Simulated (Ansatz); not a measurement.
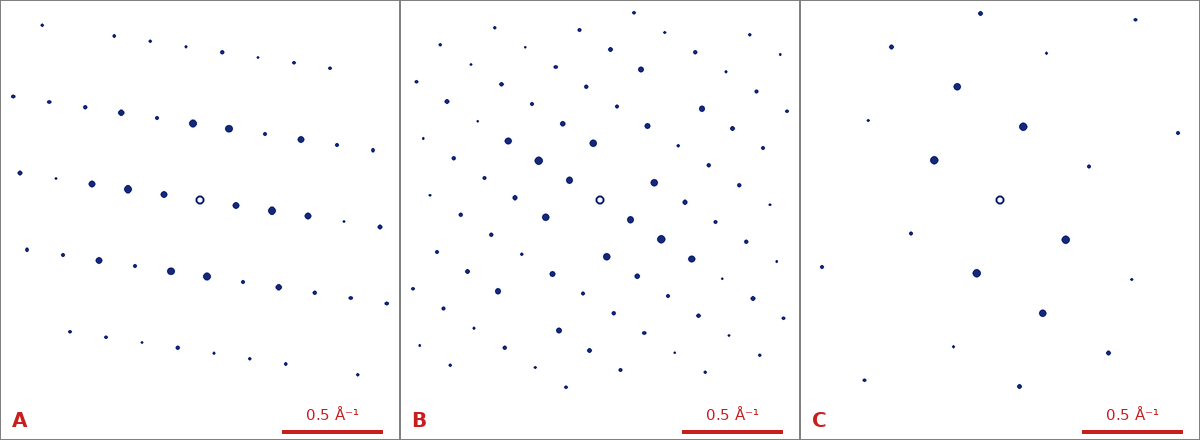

The patterns are kinematic simulations for 200 kV electrons (no multiple scattering; isotropic B = 0.5 Å²).

All three come from P, space group Cmce (No. 64), a = 3.31 Å, b = 11.00 Å, c = 4.55 Å. Structure: the input geometry of an electronic-structure calculation (not necessarily at equilibrium).

> Assign the zone axes [011], [100], [101] to A, B and C.

A is [101]: centred rectangular net of 0 2 0 at d = 5.50 Å and 1 1 -1 at d = 2.60 Å, at 76.3°. B is [100]: rectangular net of 0 2 0 at d = 5.50 Å and 0 0 1 (itself extinct) at d = 4.55 Å, at 90.0°. C is [011]: centred rectangular net of 1 -1 1 at d = 2.60 Å and 1 1 -1 at d = 2.60 Å, at 76.4°.
